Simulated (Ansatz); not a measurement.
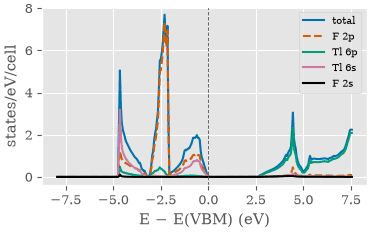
*Total and projected density of states of TlF (rock salt, Fm-3m), r²SCAN+D4 (plane waves, PAW; program Ansatz)*

Which orbitals carry the states next to the gap?

Top 1 eV of the valence band: F 2p 57 %, Tl 6s 40 %. Bottom 1 eV of the conduction band: Tl 6p 84 %, F 2s 6 %. Projections are on Löwdin-orthogonalised atomic valence shells; empty p or d shells of many metals are not among them.

Where is the tallest occupied peak in this window, and what makes it?

Near -2.3 eV, about 7.7 states/eV per cell; the largest projected share is F 2p.

The workflow started from an entry of the Crystallography Open Database (COD); the relaxed space group is not among those it files for this formula. COD files the formula under space group No. 28, 57, 69, 129, 139, so this cell is another polymorph or a model. Whether it is the stable phase at ambient conditions was not checked. The cell was relaxed with r²SCAN+D4 under the symmetry of its start; whether a distortion lowers the energy is not shown. Scalar-relativistic: spin–orbit coupling is off unless named, which matters more the heavier the elements.

Potentials: the later of the program's two PAW sets.
